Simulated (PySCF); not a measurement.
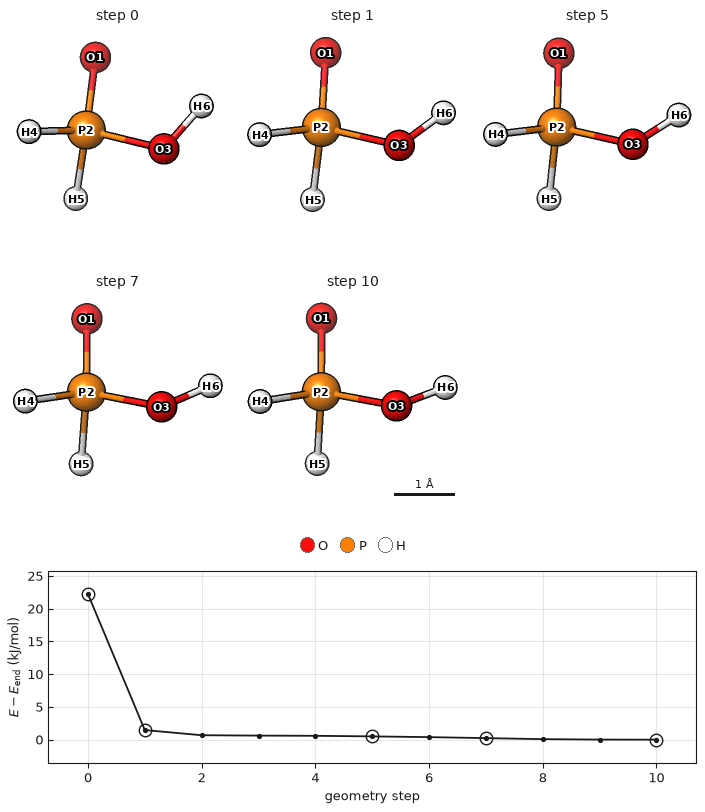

Frames of a relaxation of PH3O2, marked on the history of the run. Style: ball-and-stick. Shown at a tilt.

The start comes from GFN2-xTB. Its atoms were then displaced at random by about 0.01 Å.

Theory: PBE0-D3(BJ)/def2-SVP geometry optimisation, gas phase in PySCF 2.14.0, density-fitted response routines. 

### What happens along the run?

After 10 geometry steps the energy has fallen by 22.2 kJ/mol. The atom that moves furthest after the best rigid fit is H6 (0.31 Å). Largest moves by element: H 0.31 Å, O 0.22 Å, P 0.07 Å. Near-neighbour distances that change, for instance: P2–H4 1.366 → 1.418 Å, O1–P2 1.436 → 1.481 Å, P2–O3 1.582 → 1.623 Å, P2–H5 1.389 → 1.424 Å. Bond angles that change, for instance: O1–P2–O3 110.6° → 117.1°, O3–P2–H4 101.9° → 98.0°, P2–O3–H6 107.5° → 111.1°. Groups turn about P2–O3 by about 40°. From step 0 to 1: H6 moves most (0.17 Å), energy −20.8 kJ/mol. From step 1 to 5: H6 moves most (0.04 Å), energy −0.97 kJ/mol. From step 5 to 7: H6 moves most (0.09 Å), energy −0.26 kJ/mol. From step 7 to 10: H6 moves most (0.03 Å), energy −0.24 kJ/mol.

```
step  E − E(0), kJ/mol
   0              0.00
   1            -20.77
   2            -21.56
   3            -21.62
   4            -21.65
   5            -21.74
   6            -21.85
   7            -22.00
   8            -22.16
   9            -22.23
  10            -22.24
```
